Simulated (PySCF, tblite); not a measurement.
# Si₂₈H₃₈: electronic excitations, NMR shifts

Aim: compute the electronic excitations, NMR shifts of Si₂₈H₃₈.

Programs: tblite 0.8.0 and PySCF 2.14.0, with routines of our own; each step states its level. All values are computed. Atoms count from 0.

### 1 The system as given

66 atoms, charge 0, multiplicity 1; geometry from: force field, distance geometry or constructed start.

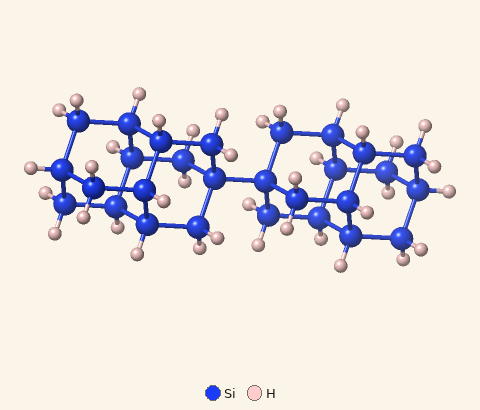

The starting geometry (silicon blue, hydrogen pink).

### 2 Geometry optimisation with GFN2-xTB

What the job is given:

```
{"job": {"kind": "relax", "xc": "GFN2-xTB", "basis": "xTB"}, "charge": 0, "multiplicity": 1}
Si    -3.389500    -3.396200     6.108300
Si    -2.039800    -2.034000     4.745200
Si    -4.746900    -4.754400     4.753100
Si    -3.395100    -0.674500     3.388200
Si    -0.679900    -3.395600     3.397800
Si    -3.397700    -3.394900     0.676300
Si    -0.678800    -0.677200     0.675600
Si    -2.033200    -2.033900    -0.677400
Si    -2.033900    -4.754200     2.036200
Si    -4.754900    -2.037400     2.038200
Si    -3.396500    -6.111100     3.392300
Si    -6.112400    -3.396400     3.394400
Si    -0.682300     2.037300    -2.031600
Si    -2.034400     0.678300     2.033900
Si     2.034400    -0.673800    -2.036400
Si     0.677000    -2.036000     2.042900
Si     6.110300     3.396300    -3.393500
Si     3.393300     6.106500    -3.395400
Si     2.036000     4.753900    -2.034100
Si     4.754900     2.037500    -2.033900
Si     2.034300     2.040400    -4.750600
Si     4.751200     4.753600    -4.752300
Si     3.397800     3.399000    -6.103300
Si     3.390200     0.674600    -3.395900
Si     0.679400     3.397000    -3.393500
Si     2.030500     2.035700     0.681400
Si     3.395100     3.396700    -0.679600
Si     0.678300     0.679500    -0.677700
H     -2.562400    -4.225400     6.939300
H     -4.224700    -2.562600     6.944700
H     -1.201600    -1.204600     5.582400
H     -5.585400    -5.582200     5.583700
H     -4.226800     0.152600     4.223900
H      0.154600    -4.227100     4.229500
H     -4.224600    -4.224000    -0.155800
H     -2.867500    -1.203000    -1.513200
H     -1.206000    -2.867900    -1.514400
H     -1.204300    -5.581000     1.202600
H     -5.582400    -1.209100     1.205100
H     -2.567800    -6.937900     4.227000
H     -4.225900    -6.943600     2.566800
H     -6.935400    -2.568600     4.229500
H     -6.936400    -4.224800     2.559400
H     -1.507700     1.204700    -2.869800
H     -1.514000     2.869700    -1.202800
H     -1.207100     1.511900     2.864600
H     -2.865600     1.510400     1.204600
H      1.204900    -1.507700    -2.865700
H      2.869600    -1.509900    -1.205000
H      1.512200    -1.204500     2.870000
H      1.509400    -2.875300     1.208300
H      6.947900     4.227100    -2.563300
H      6.940900     2.562600    -4.225700
H      4.222400     6.939700    -2.566000
H      2.563700     6.940400    -4.224300
H      1.204700     5.586500    -1.204600
H      5.590100     1.199500    -1.207100
H      1.207900     1.212800    -5.584200
H      5.583600     5.582800    -5.579500
H      2.562100     4.227800    -6.942300
H      4.222000     2.563900    -6.939800
H      4.229700    -0.152800    -4.227700
H     -0.150800     4.226500    -4.225000
H      2.867800     1.208700     1.511400
H      1.210900     2.871300     1.512300
H      4.220900     4.227600     0.153800
```

Command:

```bash
OMP_NUM_THREADS=8 python large_run.py task.json out
```

One launch serves the whole session: the jobs run in the order shown.

Output:

```text
step      E/eV     max force
  0   -1831.87563    1.140
  1   -1832.23672    0.556
  2   -1832.33639    0.146
  3   -1832.34501    0.140
  4   -1832.37105    0.179
  5   -1832.39491    0.248
  6   -1832.42000    0.275
  7   -1832.43448    0.208
  8   -1832.44394    0.107
  9   -1832.45129    0.092
 10   -1832.45751    0.118
 11   -1832.46266    0.133
 12   -1832.46671    0.097
 13   -1832.46944    0.080
 14   -1832.47129    0.067
 15   -1832.47280    0.062
 16   -1832.47415    0.055
 17   -1832.47532    0.054
 18   -1832.47643    0.060
 19   -1832.47785    0.073
 20   -1832.47994    0.090
 21   -1832.48261    0.094
 22   -1832.48507    0.066
 23   -1832.48681    0.053
 24   -1832.48830    0.064
 25   -1832.49038    0.071
 26   -1832.49384    0.103
 27   -1832.49906    0.116
 28   -1832.50518    0.124
 29   -1832.51040    0.137
 30   -1832.51395    0.111
 31   -1832.51638    0.065
 32   -1832.51821    0.065
 33   -1832.51966    0.068
 34   -1832.52103    0.084
 35   -1832.52260    0.078
 36   -1832.52438    0.064
 37   -1832.52615    0.078
 38   -1832.52773    0.074
 39   -1832.52905    0.059
 40   -1832.53010    0.043
 41   -1832.53073    0.032
 42   -1832.53101    0.028
 43   -1832.53119    0.021
 44   -1832.53141    0.025
 45   -1832.53167    0.027
 46   -1832.53191    0.022
 47   -1832.53207    0.022
 48   -1832.53217    0.015
```

Run time: 7.4 s. Hardware: 8 threads of Arm Neoverse V2, shared host; peak memory 0.13 GiB.

Along the way:

| step | energy from step 0 (eV) | largest force (eV/Å) |
| --- | --- | --- |
| 0 | 0.0000 | 1.1396 |
| 1 | -0.3611 | 0.5559 |
| 2 | -0.4608 | 0.1460 |
| 3 | -0.4694 | 0.1393 |
| 4 | -0.4954 | 0.1790 |
| 5 | -0.5193 | 0.2470 |
| 6 | -0.5444 | 0.2750 |
| 7 | -0.5588 | 0.2076 |
| 8 | -0.5683 | 0.1075 |
| 11 | -0.5870 | 0.1335 |
| 14 | -0.5957 | 0.0674 |
| 17 | -0.5997 | 0.0539 |
| 21 | -0.6070 | 0.0936 |
| 24 | -0.6127 | 0.0638 |
| 27 | -0.6234 | 0.1162 |
| 30 | -0.6383 | 0.1111 |
| 34 | -0.6454 | 0.0843 |
| 37 | -0.6505 | 0.0786 |
| 40 | -0.6545 | 0.0431 |
| 44 | -0.6558 | 0.0244 |
| 45 | -0.6560 | 0.0262 |
| 46 | -0.6563 | 0.0214 |
| 47 | -0.6564 | 0.0224 |
| 48 | -0.6565 | 0.0156 |

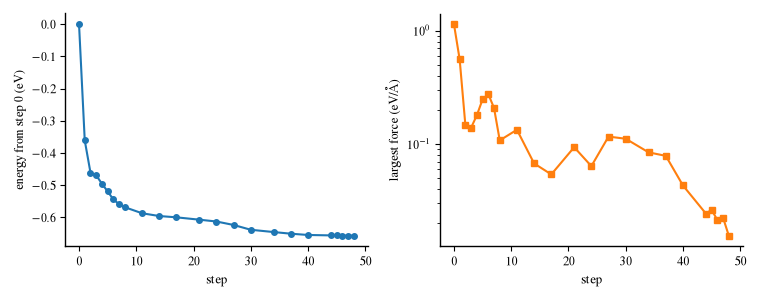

Energy and force, step by step.

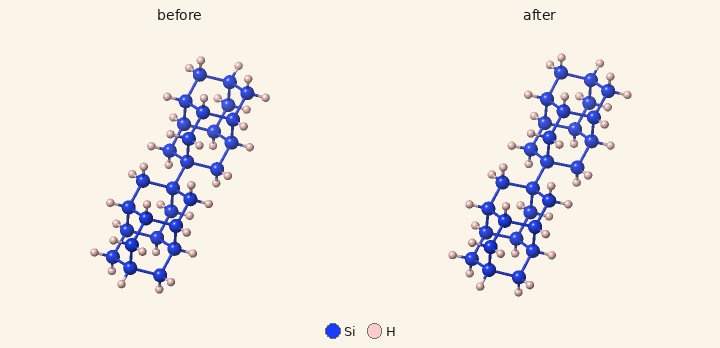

The geometry before (left) and after (right).

Close pairs (by a distance rule), those that changed most:

| bond | before (Å) | after (Å) | change (Å) |
| --- | --- | --- | --- |
| Si5–H34 | 1.437 | 1.477 | +0.041 |
| Si26–H65 | 1.438 | 1.477 | +0.040 |
| Si24–H62 | 1.438 | 1.477 | +0.039 |
| Si20–H57 | 1.436 | 1.475 | +0.039 |
| Si9–H38 | 1.437 | 1.475 | +0.038 |
| Si21–H58 | 1.437 | 1.474 | +0.037 |
| Si8–H37 | 1.438 | 1.475 | +0.037 |
| Si3–H32 | 1.440 | 1.477 | +0.037 |

The final coordinates are the input of the step that follows.

### 3 Electronic excitations: TDDFT wB97X-D/6-31G*

What the job is given:

```
{"job": {"kind": "uv", "basis": "6-31G*", "grid": 1, "kgrid": 0, "vcut": 1.5, "nstates": 6, "ntriplets": 2, "tda": false, "delta": [], "pop": true, "xc": "wB97X-D"}, "charge": 0, "multiplicity": 1}
Si    -3.505144    -3.505381     6.203649
Si    -2.162419    -2.163062     4.842294
Si    -4.855730    -4.856268     4.855521
Si    -3.440033    -0.762572     3.439769
Si    -0.760545    -3.439380     3.438863
Si    -3.439023    -3.440364     0.762124
Si    -0.681552    -0.680150     0.681476
Si    -2.087796    -2.087747    -0.576454
Si    -2.162158    -4.842110     2.162808
Si    -4.843158    -2.163348     2.162503
Si    -3.504200    -6.202905     3.504636
Si    -6.204057    -3.505841     3.505109
Si    -0.574711     2.087746    -2.087007
Si    -2.088893     0.576772     2.088378
Si     2.088622    -0.576782    -2.088286
Si     0.577020    -2.086463     2.087180
Si     6.202809     3.506379    -3.505012
Si     3.505797     6.205652    -3.504225
Si     2.163983     4.844529    -2.161459
Si     4.842348     2.163124    -2.162569
Si     2.163965     2.163449    -4.842384
Si     4.855258     4.857525    -4.855176
Si     3.505559     3.506894    -6.203286
Si     3.439912     0.761884    -3.439156
Si     0.762917     3.441414    -3.438889
Si     2.088074     2.087490     0.576838
Si     3.439543     3.440269    -0.760497
Si     0.683225     0.680714    -0.681330
H     -2.692364    -4.320354     7.118391
H     -4.319477    -2.691802     7.118382
H     -1.305361    -1.305170     5.682119
H     -5.707242    -5.707394     5.706862
H     -4.303858     0.067761     4.303459
H      0.071752    -4.301957     4.302177
H     -4.302181    -4.303418    -0.069791
H     -2.890750    -1.258569    -1.486696
H     -1.257273    -2.890765    -1.485443
H     -1.304511    -5.681092     1.305330
H     -5.682275    -1.305517     1.304667
H     -2.691596    -7.117281     4.319762
H     -4.318800    -7.117309     2.691555
H     -7.119434    -2.692384     4.318531
H     -7.119137    -4.320300     2.692351
H     -1.485544     1.259954    -2.890800
H     -1.484327     2.891026    -1.257436
H     -1.259804     1.486231     2.892074
H     -2.892477     1.486002     1.258971
H      1.259511    -1.486492    -2.891165
H      2.892020    -1.486231    -1.259361
H      1.487210    -1.257180     2.889889
H      1.486084    -2.889290     1.256692
H      7.118032     4.320051    -2.691664
H      7.117571     2.692983    -4.319156
H      4.320532     7.120059    -2.691208
H      2.692200     7.120280    -4.318167
H      1.305720     5.683253    -1.303780
H      5.681690     1.305589    -1.304543
H      1.304819     1.306566    -5.681398
H      5.707064     5.708329    -5.706162
H      2.691615     4.320679    -7.117692
H      4.319587     2.693963    -7.118309
H      4.303666    -0.068052    -4.303056
H     -0.068738     4.304844    -4.302406
H      2.891604     1.258703     1.486618
H      1.257601     2.890461     1.485550
H      4.303525     4.303202     0.070757
```

Method: TDDFT wB97X-D/6-31G*, vertical, gas phase, core orbitals frozen in the response, virtual orbitals cut by energy.

Output:

```text
start: PBE on a coarse grid of 64958 points
cycle   1  E = -8124.8044152745  dE =  1.507e+00  |g| = 3.197e-01  |ddm| = 7.936e+00
cycle   2  E = -8124.8270346988  dE = -2.262e-02  |g| = 2.024e-01  |ddm| = 9.466e-01
cycle   3  E = -8124.8305696671  dE = -3.535e-03  |g| = 1.836e-01  |ddm| = 8.023e-01
cycle   4  E = -8124.8438773337  dE = -1.331e-02  |g| = 1.587e-02  |ddm| = 3.987e-01
cycle   5  E = -8124.8439536573  dE = -7.632e-05  |g| = 7.146e-03  |ddm| = 4.213e-02
final grid: 250673 points
cycle   6  E = -8128.3271311076  dE = -4.292e-02  |g| = 6.389e-02  |ddm| = 6.850e-01
cycle   7  E = -8128.3300152935  dE = -2.884e-03  |g| = 2.936e-02  |ddm| = 2.416e-01
cycle   8  E = -8128.3303627596  dE = -3.475e-04  |g| = 1.794e-02  |ddm| = 8.813e-02
cycle   9  E = -8128.3305018118  dE = -1.391e-04  |g| = 1.448e-03  |ddm| = 4.877e-02
cycle  10  E = -8128.3305094101  dE = -7.598e-06  |g| = 5.120e-04  |ddm| = 4.745e-03
cycle  11  E = -8128.3305103488  dE = -9.387e-07  |g| = 1.883e-04  |ddm| = 1.827e-03
cycle  12  E = -8128.3305082315  dE =  2.117e-06  |g| = 5.265e-05  |ddm| = 6.304e-04
converged SCF energy = -8128.3305082315

Static polarisability (au): isotropic 766.222, principal 609.120 609.149 1080.398

Singlet excitations
state   eV       nm        f      main configurations
  1   5.5174    224.7   0.00496   H->L+1 0.45, H-1->L 0.25
  2   5.5182    224.7   0.00503   H->L+2 0.45, H-2->L 0.27
  3   5.6044    221.2   0.63651   H->L 0.82
  4   5.7292    216.4   0.00804   H-1->L 0.56, H->L+1 0.25
  5   5.7310    216.3   0.00894   H-2->L 0.54, H->L+2 0.26
  6   5.8487    212.0   0.00976   H-1->L+1 0.30, H-2->L+2 0.27, H-1->L+2 0.08

Triplet excitations (Tamm-Dancoff, eV): 5.0294 5.2127
```

It took 3.3 min on 8 threads of Arm Neoverse V2, shared host; peak memory 4.2 GiB.

Frontier orbitals and where they lie:

| orbital | eV | atoms |
| --- | --- | --- |
| HOMO−4 | -9.36 | Si20 10 %, Si24 9 %, Si23 9 % |
| HOMO−3 | -9.25 | Si0 4 %, Si11 4 %, Si22 4 % |
| HOMO−2 | -9.11 | Si6 14 %, Si13 14 %, Si27 14 % |
| HOMO−1 | -9.11 | Si6 14 %, Si27 14 %, Si12 14 % |
| HOMO | -8.67 | Si6 13 %, Si27 13 % |
| LUMO | 0.19 | Si6 19 %, Si27 19 %, Si3 4 % |
| LUMO+1 | 0.23 | Si25 6 %, Si7 6 %, Si6 6 % |
| LUMO+2 | 0.23 | Si14 8 %, Si13 8 %, Si6 6 % |
| LUMO+3 | 0.53 | Si13 4 %, Si7 4 %, Si15 4 % |

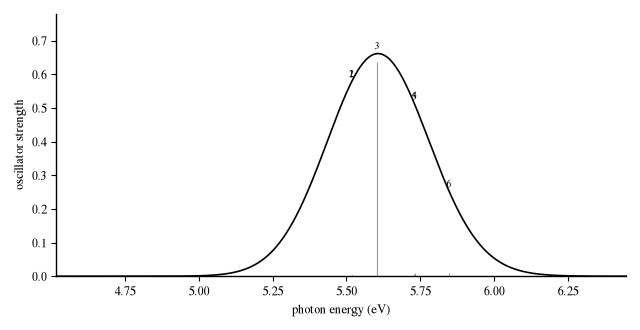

Absorption spectrum from the 6 singlet states computed; above the last one it falls off for lack of states. Lines are broadened to a width of 0.40 eV (Gaussian).

Further results of this job:

| property | computed |
| --- | --- |
| dipole moment (D) | 0.01 |
| polarisability (Å³) | 113.54 |
| HOMO–LUMO gap (eV) | 8.86 |
| −ε(HOMO) (eV) | 8.67 |

### 4 NMR shifts: GIAO KT3/pcSseg-1

The job, as its differences from that of step 3:

```diff
@@ -1,2 +1,2 @@
-{"job": {"kind": "uv", "basis": "6-31G*", "grid": 1, "kgrid": 0, "vcut": 1.5, "nstates": 6, "ntriplets": 2, "tda": false, "delta": [], "pop": true, "xc": "wB97X-D"}, "charge": 0, "multiplicity": 1}
+{"job": {"kind": "nmr", "xc": "KT3", "basis": "pcSseg-1", "pop": false}, "charge": 0, "multiplicity": 1}
 Si    -3.505144    -3.505381     6.203649
```

Level: GIAO KT3/pcSseg-1 NMR shielding, non-relativistic, gas phase.

Output:

```text
start: PBE on a coarse grid of 64958 points
cycle   1  E = -8124.3330603362  dE =  1.374e+00  |g| = 4.356e-01  |ddm| = 8.427e+00
cycle   2  E = -8124.3506843614  dE = -1.762e-02  |g| = 3.357e-01  |ddm| = 1.110e+00
cycle   3  E = -8124.3639954366  dE = -1.331e-02  |g| = 2.359e-01  |ddm| = 1.116e+00
cycle   4  E = -8124.3854730286  dE = -2.148e-02  |g| = 1.787e-02  |ddm| = 5.600e-01
cycle   5  E = -8124.3855304132  dE = -5.738e-05  |g| = 1.189e-02  |ddm| = 5.445e-02
cycle   6  E = -8124.3855743985  dE = -4.399e-05  |g| = 4.693e-03  |ddm| = 3.140e-02
final grid: 485348 points
cycle   7  E = -8193.7598961720  dE = -1.510e-01  |g| = 6.364e-01  |ddm| = 1.683e+00
cycle   8  E = -8193.7754863075  dE = -1.559e-02  |g| = 2.988e-01  |ddm| = 8.166e-01
cycle   9  E = -8193.7807462627  dE = -5.260e-03  |g| = 4.832e-02  |ddm| = 3.493e-01
cycle  10  E = -8193.7816870910  dE = -9.408e-04  |g| = 1.243e-02  |ddm| = 1.343e-01
cycle  11  E = -8193.7817507717  dE = -6.368e-05  |g| = 2.333e-03  |ddm| = 3.329e-02
cycle  12  E = -8193.7817520216  dE = -1.250e-06  |g| = 1.186e-03  |ddm| = 7.430e-03
cycle  13  E = -8193.7817506948  dE =  1.327e-06  |g| = 4.232e-04  |ddm| = 3.457e-03
cycle  14  E = -8193.7817547564  dE = -4.062e-06  |g| = 8.996e-05  |ddm| = 9.382e-04
converged SCF energy = -8193.7817547564

GIAO shielding tensors (ppm)
atom      isotropic    diamagn.    paramagn.     s11        s22        s33       span
  0 Si     462.020     883.294    -421.273    441.057    459.773    485.231     44.173
  1 Si     472.842     884.175    -411.333    467.474    475.177    475.876      8.402
  2 Si     485.165     884.414    -399.249    479.685    479.923    495.886     16.201
  3 Si     470.665     882.553    -411.888    467.021    467.782    477.191     10.171
  4 Si     470.696     882.541    -411.846    467.166    467.923    476.997      9.831
  5 Si     470.704     882.555    -411.851    467.115    467.895    477.102      9.987
  6 Si     481.162     883.030    -401.868    461.070    461.609    520.807     59.737
  7 Si     463.019     883.904    -420.885    450.870    453.520    484.668     33.798
  8 Si     473.059     884.182    -411.123    467.848    475.341    475.988      8.140
  9 Si     472.836     884.183    -411.347    467.524    475.187    475.796      8.273
 10 Si     462.187     883.283    -421.097    441.401    459.870    485.289     43.888
 11 Si     462.086     883.300    -421.214    440.968    459.882    485.408     44.440
 12 Si     463.050     883.897    -420.847    450.885    453.462    484.802     33.917
 13 Si     463.074     883.903    -420.829    450.860    453.720    484.642     33.782
 14 Si     463.243     883.904    -420.661    451.209    453.682    484.838     33.630
 15 Si     463.103     883.905    -420.802    451.062    453.499    484.749     33.687
 16 Si     462.109     883.299    -421.190    441.151    459.813    485.363     44.212
 17 Si     462.143     883.310    -421.168    441.183    459.963    485.283     44.100
 18 Si     472.848     884.198    -411.350    467.504    475.201    475.838      8.334
 19 Si     472.862     884.180    -411.318    467.654    475.189    475.743      8.089
 20 Si     472.813     884.188    -411.375    467.555    475.125    475.759      8.203
 21 Si     485.290     884.412    -399.123    479.914    479.972    495.983     16.069
 22 Si     462.138     883.312    -421.174    441.153    459.926    485.335     44.182
 23 Si     470.790     882.543    -411.752    467.212    467.892    477.267     10.056
 24 Si     470.476     882.559    -412.083    466.840    467.604    476.984     10.144
 25 Si     463.165     883.903    -420.738    451.066    453.738    484.692     33.627
 26 Si     470.670     882.544    -411.874    467.044    467.824    477.142     10.097
 27 Si     481.315     883.033    -401.719    461.316    461.632    520.996     59.679
 28 H       27.847      29.968      -2.122     24.149     24.906     34.486     10.337
 29 H       27.846      29.967      -2.120     24.147     24.906     34.485     10.338
 30 H       27.764      31.501      -3.737     22.952     26.266     34.074     11.121
 31 H       28.000      29.176      -1.176     23.837     23.843     36.320     12.482
 32 H       27.706      32.795      -5.089     22.967     25.655     34.495     11.528
 33 H       27.705      32.777      -5.072     22.961     25.657     34.497     11.536
 34 H       27.705      32.789      -5.084     22.964     25.655     34.495     11.531
 35 H       27.800      32.601      -4.800     22.575     27.784     33.042     10.466
 36 H       27.801      32.600      -4.800     22.576     27.786     33.040     10.464
 37 H       27.769      31.502      -3.733     22.957     26.267     34.084     11.127
 38 H       27.765      31.505      -3.740     22.952     26.267     34.075     11.122
 39 H       27.852      29.960      -2.108     24.150     24.910     34.495     10.345
 40 H       27.852      29.960      -2.109     24.150     24.911     34.494     10.344
 41 H       27.849      29.972      -2.124     24.149     24.908     34.489     10.341
 42 H       27.848      29.973      -2.125     24.150     24.907     34.488     10.338
 43 H       27.801      32.597      -4.796     22.575     27.786     33.042     10.467
 44 H       27.802      32.600      -4.798     22.576     27.788     33.041     10.465
 45 H       27.802      32.598      -4.796     22.576     27.784     33.045     10.470
 46 H       27.802      32.599      -4.797     22.576     27.784     33.045     10.470
 47 H       27.807      32.597      -4.790     22.580     27.787     33.055     10.474
 48 H       27.806      32.597      -4.791     22.581     27.787     33.050     10.469
 49 H       27.802      32.602      -4.800     22.575     27.788     33.043     10.468
 50 H       27.802      32.601      -4.800     22.578     27.789     33.039     10.461
 51 H       27.850      29.970      -2.120     24.149     24.910     34.491     10.342
 52 H       27.850      29.969      -2.119     24.148     24.911     34.491     10.343
 53 H       27.850      29.976      -2.126     24.150     24.908     34.492     10.342
 54 H       27.850      29.976      -2.126     24.151     24.909     34.490     10.339
 55 H       27.764      31.512      -3.749     22.952     26.265     34.074     11.122
 56 H       27.764      31.500      -3.736     22.956     26.263     34.073     11.117
 57 H       27.763      31.506      -3.743     22.953     26.265     34.070     11.117
 58 H       28.003      29.166      -1.163     23.840     23.844     36.326     12.486
 59 H       27.851      29.980      -2.128     24.152     24.910     34.491     10.340
 60 H       27.851      29.979      -2.127     24.150     24.910     34.494     10.344
 61 H       27.708      32.784      -5.076     22.966     25.658     34.500     11.534
 62 H       27.701      32.797      -5.096     22.965     25.651     34.487     11.521
 63 H       27.803      32.597      -4.794     22.576     27.787     33.046     10.470
 64 H       27.804      32.600      -4.795     22.578     27.789     33.046     10.468
 65 H       27.705      32.783      -5.079     22.965     25.655     34.494     11.529
```

It took 24 s on 8 threads of Arm Neoverse V2, shared host; peak memory 3.2 GiB.

Shifts follow as δ = σ(reference) − σ, with reference shieldings (ppm) from runs at the same level and on the same kind of geometry: 1H TMS 31.76, 29Si TMS 361.7. The references are single molecules in the gas phase. Atoms listed in one row are averaged.

| atoms | environment | σ (ppm) | δ (ppm) |
| --- | --- | --- | --- |
| H32, H33, H34, H61, H62, H65 | hydrogen on a silicon bonded to 3 Si | 27.70 | 4.06 |
| H30, H37, H38, H55, H56, H57 | hydrogen on a silicon bonded to 3 Si | 27.76 | 4.00 |
| H35, H36, H43, H44, H45 and 7 more | hydrogen on a silicon bonded to 2 Si | 27.80 | 3.96 |
| H28, H29, H39, H40, H41 and 7 more | hydrogen on a silicon bonded to 2 Si | 27.85 | 3.91 |
| H31, H58 | hydrogen on a silicon bonded to 3 Si | 28.00 | 3.76 |
| Si0, Si10, Si11, Si16, Si17, Si22 | silicon bonded to 2 Si, 2 H | 462.1 | -100.4 |
| Si7, Si12, Si13, Si14, Si15, Si25 | silicon bonded to 2 Si, 2 H | 463.1 | -101.4 |
| Si3, Si4, Si5, Si23, Si24, Si26 | silicon bonded to 3 Si, H | 470.7 | -109.0 |
| Si1, Si8, Si9, Si18, Si19, Si20 | silicon bonded to 3 Si, H | 472.9 | -111.2 |
| Si6, Si27 | silicon bonded to 4 Si | 481.2 | -119.6 |
| Si2, Si21 | silicon bonded to 3 Si, H | 485.2 | -123.6 |

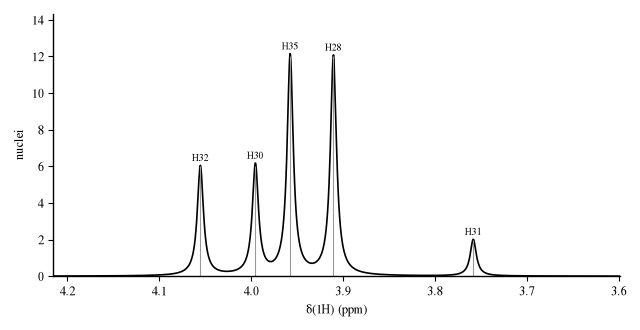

1H lines at the computed shifts, without couplings. Lines are broadened to a width of 0.01 ppm (Lorentzian).

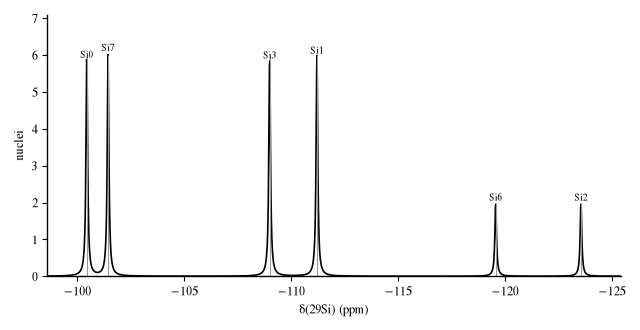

29Si lines at the computed shifts, without couplings. Lines are broadened to a width of 0.09 ppm (Lorentzian).

Ring of atoms Si0, Si1, Si2, Si3, Si9, Si11: NICS(0) -2.0, NICS(1) -1.7, NICS(1)zz 2.5 ppm (means of both faces).

Ring of atoms Si1, Si3, Si4, Si5, Si8, Si9: NICS(0) -2.3, NICS(1) -1.9, NICS(1)zz -2.4 ppm (means of both faces).

Ring of atoms Si1, Si3, Si4, Si6, Si13, Si15: NICS(0) -2.0, NICS(1) -1.6, NICS(1)zz 3.2 ppm (means of both faces).

### 5 Outcome

| quantity | value |
| --- | --- |
| lowest singlet (wB97X-D/6-31G*) | 5.52 eV (225 nm), f = 0.005 |
| brightest single state of those computed | state 3, 5.60 eV, f = 0.637 |
| lowest triplet | 5.03 eV |
| 1H shifts against TMS (KT3/pcSseg-1, means over atoms taken as alike) | 4.06, 4.00, 3.96, 3.91, 3.76 ppm |
| 29Si shifts against TMS (KT3/pcSseg-1, means over atoms taken as alike) | -100.4, -101.4, -109.0, -111.2, -119.6, -123.6 ppm |

**Reading.** The first singlet state (HOMO→LUMO+1 0.45, HOMO−1→LUMO 0.25) lies at 5.52 eV and is weak; of the 6 states computed, the strongest absorption comes from state 3 at 5.60 eV. The lowest triplet lies 0.49 eV below the lowest singlet (triplets in Tamm-Dancoff, singlets in full TDDFT). At KT3/pcSseg-1: The largest span, 60 ppm, is at Si6, Si27, where the paramagnetic term is -402 ppm.
